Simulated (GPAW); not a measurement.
# A GW chain in GPAW: PbO (P4/nmm), part 2 of 2

Wanted: ground state, empty states, screening and self-energy for PbO (P4/nmm).

GPAW 26.7.0; PBE and many-body steps on it, plane waves. Known limits of the many-body steps: not at the basis limit; no spin-orbit coupling; coarse k mesh.

So far. Step 3 (Bands along the symmetry lines): The gap is 1.096 eV, −0.002 eV from the run before at this level. Step 4 (Empty states on the mesh, 4×4×4 mesh, 723 bands): On this mesh the gap is 1.098 eV.

The database entry behind the starting cell differs from later determinations by our own check (c about 1 % long), so it need not match the best structure at ambient conditions.

## (5) Screening and self-energy, 4×4×4 mesh, 331 bands, screening to 150 eV

G0W0 replaces the xc potential by the self-energy, built once from these orbitals. Only a window of levels is corrected, while the sums run over the empty bands that the input names.

This step: G0W0 on PBE, plane waves, PAW.

Input file run.py:

```python
import json
import numpy as np
from gpaw.mpi import world
from gpaw.response.g0w0 import G0W0

gw = G0W0('full.gpw',
    filename='gw',
    kpts=[0, 15],
    bands=(18, 22),
    ecut=150,
    nbands=331,
    integrate_gamma='WS',
    ppa=True)
gw.calculate()
res = {mode: {k: v for k, v in r.items() if k != 'sigma_eskwn'}
       for mode, r in gw.all_results.items()}

if world.rank == 0:
    with open('result.json', 'w') as f:
        json.dump(res, f, default=lambda x: x.tolist())
```

The run is started by

```
mpirun -n 8 gpaw python run.py
```

Numbers of over 12 decimals in the logs are rounded to 6 here.

The log of the run:

```text
Using integrator: PointIntegrator
FrequencyGridDescriptor(from 0.000+0.000j to 0.000+27.211j eV, 2 points)
Nonperiodic BCs:  [False False False]
Using integrator: PointIntegrator
FrequencyGridDescriptor(from 0.000+0.000j to 0.000+27.211j eV, 2 points)
Nonperiodic BCs:  [False False False]
  ___  _ _ _
 |   || | | |
 | | || | | |
 |__ ||_____|
 |___|

BZ k-points: Symmetries present (total): 8

  [... matrices ...]
64 k-points: 4 x 4 x 4 Monkhorst-Pack grid + [1/8,1/8,1/8]
18 k-points in the irreducible part of the Brillouin zone
       k-points in crystal coordinates                weights
   0:     0.00000000    0.00000000    0.00000000          1/64
   1:     0.00000000    0.00000000    0.25000000          2/64
   2:     0.00000000    0.00000000    0.50000000          1/64
   3:     0.25000000    0.00000000    0.00000000          4/64
   4:     0.25000000    0.00000000    0.25000000          8/64
   5:     0.25000000    0.00000000    0.50000000          4/64
   6:     0.25000000    0.25000000    0.00000000          4/64
   7:     0.25000000    0.25000000    0.25000000          8/64
   8:     0.25000000    0.25000000    0.50000000          4/64
   9:     0.50000000    0.00000000    0.00000000          2/64
          ...
  17:     0.50000000    0.50000000    0.50000000          1/64

Distributing spins, k-points and bands (1 x 2 x 4) over 8 processes
Number of blocks: 1

Quasi particle states:
k-points (IBZ indices): [0, 15]
Band range: (18, 22)
  [... matrices ...]
Computational parameters:
Plane wave cut-off: 150 eV
Number of bands: 331
Coulomb cutoff: None
Broadening: 0.1 eV

fxc modes: GW
Kernel: RPA
Using Godby-Needs plasmon-pole approximation:
  Fitting energy: i*E0, E0 = 1.000 Hartree
Summing all q:

Calculating screened Coulomb potential
No Coulomb truncation
FrequencyGridDescriptor(from 0.000+0.000j to 0.000+27.211j eV, 2 points)
Removing empty qpoint cache files...

Calculating chi0 body with:
    Ground state adapter containing:
    Number of spins: 1
    Number of kpoints: 64
    Number of irreducible kpoints: 18
    Number of completely occupied states: 20
    Number of partially occupied states: 20
    Occupied states memory: 5.2734375 M / cpu

    Linear response parametrization:
    q_c: [0.0, 0.0, 0.0]
    Number of frequency points: 2
    Planewave cutoff: 150.0
    Number of bands: 331
    Number of planewaves: 343
    Broadening (eta): 1e-06
    comm.size: 8
    kncomm.size: 8
    blockcomm.size: 1

    Memory estimate of potentially large arrays:
        chi0_wGG: 3.590363 M / cpu
Integrating chi0 body.

Symmetries of q_c:
    Direct symmetries (Uq -> q): 8
    Indirect symmetries (TUq -> q): 8
In total 16 allowed symmetries.

  [... matrices ...]
18 groups of equivalent kpoints. 71.875% reduction.

Integral kind: response function
Integrating chi0 head and wings.

Symmetries of q_c:
    Direct symmetries (Uq -> q): 8
    Indirect symmetries (TUq -> q): 8
In total 16 allowed symmetries.

  [... matrices ...]
18 groups of equivalent kpoints. 71.875% reduction.

Integral kind: response function wings

Calculating chi0 body with:
    Ground state adapter containing:
    Number of spins: 1
    Number of kpoints: 64
    Number of irreducible kpoints: 18
    Number of completely occupied states: 20
    Number of partially occupied states: 20
    Occupied states memory: 5.2734375 M / cpu

    Linear response parametrization:
[... the further q-points ...]

Results:
f:      Occupation numbers
eps:     KS-eigenvalues [eV]
vxc:     KS vxc [eV]
exx:     Exact exchange [eV]
sigma:   Self-energies [eV]
dsigma:  Self-energy derivatives
Z:       Renormalization factors
qp:      QP-energies [eV]

k-point 0 (0): (0.000, 0.000, 0.000)                GW
band       f     eps     vxc     exx   sigma  dsigma       Z      qp
                                                                   GW
  18   1.000   4.064 -20.616 -25.575   4.556  -0.356   0.737   3.766
  19   1.000   5.735 -19.588 -21.991   2.068  -0.287   0.777   5.474
  20   0.000   8.091 -14.027 -10.056  -3.535  -0.213   0.824   8.450
  21   0.000  11.168 -12.719  -8.162  -4.202  -0.209   0.827  11.461

k-point 1 (15): (0.500, 0.500, 0.000)                GW
band       f     eps     vxc     exx   sigma  dsigma       Z      qp
                                                                   GW
  18   1.000   4.672 -21.414 -26.211   4.519  -0.351   0.740   4.467
  19   1.000   4.672 -21.414 -26.211   4.519  -0.351   0.740   4.467
  20   0.000   6.833 -11.127  -7.864  -3.204  -0.207   0.829   6.882
  21   0.000   6.833 -11.127  -7.864  -3.204  -0.207   0.829   6.882
```

Elapsed: 3.8 min, on 8 MPI ranks of AMD EPYC 7B13 (Zen 3), shared host; peak memory 3.8 GiB; 31 min of CPU time.

This step gave:

| Quantity | Value |
| --- | --- |
| G0W0 gap on the points computed | 1.407 eV |
| least direct G0W0 gap on the computed points | 2.415 eV |
| Z at the valence top | 0.7772 |
| Z at the conduction bottom | 0.8285 |
| starting gap on the mesh | 1.098 eV |
| k of the valence top | 0, 0, 0 |
| k of the conduction bottom | 0.5, 0.5, 0 |

The gap on the mesh goes from 1.10 eV to 1.41 eV, a correction of +0.31 eV.

Limits: finite bands, cutoff and mesh; no spin-orbit coupling; coarse k mesh. v1 is the top filled band, c1 the lowest empty one. Levels before and after the correction, in eV, zero at the valence-band top of each column:

```csv
,conduction bottom,valence top
Kohn-Sham,1.10,0.00
G0W0,1.41,0.00
```

```csv
,level,energy (eV)
Kohn-Sham,Γ v2,-1.671
Kohn-Sham,Γ v1,0.000
Kohn-Sham,Γ c1,2.356
Kohn-Sham,Γ c2,5.433
Kohn-Sham,(0.5 0.5 0) v2-v1,-1.063
Kohn-Sham,(0.5 0.5 0) c1-c2,1.098
G0W0,Γ v2,-1.708
G0W0,Γ v1,0.000
G0W0,Γ c1,2.976
G0W0,Γ c2,5.987
G0W0,(0.5 0.5 0) v2-v1,-1.008
G0W0,(0.5 0.5 0) c1-c2,1.407
```

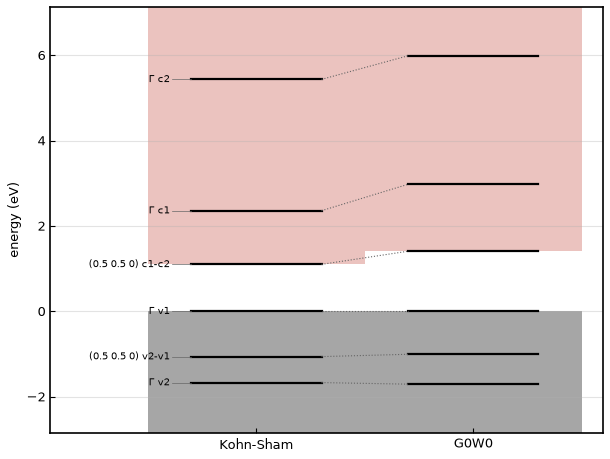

Levels before and after the correction. Shaded: valence and conduction bands.

## (6) Where the time went

Times are wall times on 8 MPI ranks of AMD EPYC 7B13 (Zen 3), shared host, good to a factor of about two.

```csv
step,time,share,memory (GiB)
ground state,11 s,4 %,1.5
bands along the symmetry lines,11 s,4 %,1.6
empty states on the mesh,40 s,14 %,6.2
screening and self-energy,3.8 min,79 %,3.8
```

## (7) What came out

| Item | Value |
| --- | --- |
| PBE gap | 1.10 eV, indirect |
| G0W0 gap on the mesh | 1.41 eV |
| GW settings | 4×4×4 mesh, 331 bands, screening to 150 eV, Godby-Needs plasmon pole |
| known limits | not at the basis limit; no spin-orbit coupling; coarse k mesh |

In words: G0W0 moves the gap on the mesh from 1.10 eV to 1.41 eV (+0.31 eV), with Z of 0.78 and 0.83 at the edges. Only 2 of the mesh's irreducible points were corrected, so a valley elsewhere could overtake. The dearest step here is «screening and self-energy». Bands and cutoff are finite, so the gap is not at the basis limit. The miss can reach some tenths of an eV and take either sign; the mesh is an error of its own. These stock PAW sets were not made for GW. In the G0W0 run levels were corrected at 2 k points alone, so a gap called «on the mesh» is the least over those, and an edge elsewhere would be missed. The 4×4×4 mesh is coarse for this cell, which bears on the long-range parts of exchange and screening. Where an edge is built on 6p states of lead, bismuth or thallium, scalar-relativistic gaps usually stand too wide, by a few tenths to over one eV. The many-body steps are scalar-relativistic: spin-orbit coupling is not in them.

[Paths, hosts, dates, memory and timing lines, banners, echoed tables and standing remarks are left out of the program output.]

[Logs are printed without paths, hosts, clocks, repeated set-up lines and the standing remarks that a program may print on its own settings, such as how far it seeks lower states.]

[Runs of the session that timed out or met a known fault of the program may be left out.]

[Hosts, paths, dates, database ids (printed as entryN), source tags and the programs' standing remarks are cut or masked in the printed files.]
